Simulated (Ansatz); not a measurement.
Consider BaTiO3 (space group P4mm, No. 99; a = 3.985 Å, c = 4.201 Å).

It is then changed as follows: every lattice vector is shortened by 2.90 %; the atoms relax in the strained cell.

Method: Kohn–Sham DFT with the PBE functional, run in Ansatz (a first-principles code) with PAW and 420 eV plane waves, spin-orbit coupling left out.

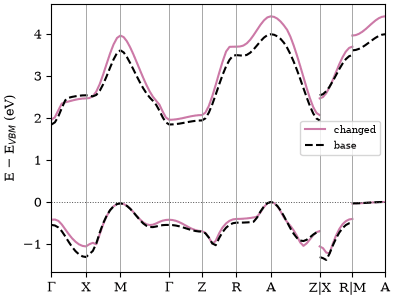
Figure: Highest valence and lowest conduction band along the path, each from its own valence-band maximum

The gap is 1.96 eV, indirect, A → Γ; the base has 1.84 eV.

Whether these cells are dynamically stable was not tested. The final runs are not spin-polarised.
